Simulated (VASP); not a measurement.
Band structure of GaSb (space group F-43m). Calculation: r2SCAN+rVV10, VASP's PBE PAW potentials (set 64) (plane waves; VASP 6.6.1).

Unless said otherwise, spin-orbit coupling is left out, though it shifts the bands of the heavy elements here.

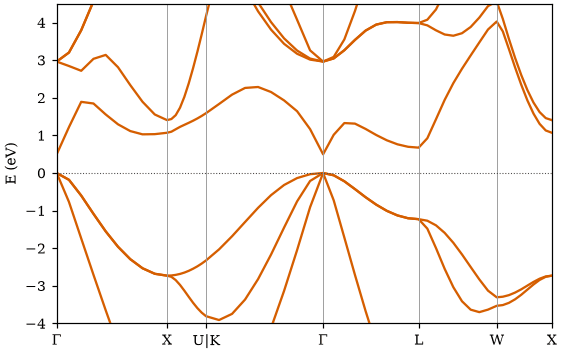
Figure: Bands along high-symmetry lines, zero at the valence-band maximum or, without a gap, the Fermi level

### Question
Read the plot: is there a gap, and where are the band edges?

### Answer
The gap is direct, 0.50 eV, from the valence maximum at Γ to the conduction minimum at Γ.

The structure comes from a measured GaSb entry (F-43m) of the Crystallography Open Database, whose conditions weren't checked. It was relaxed first.
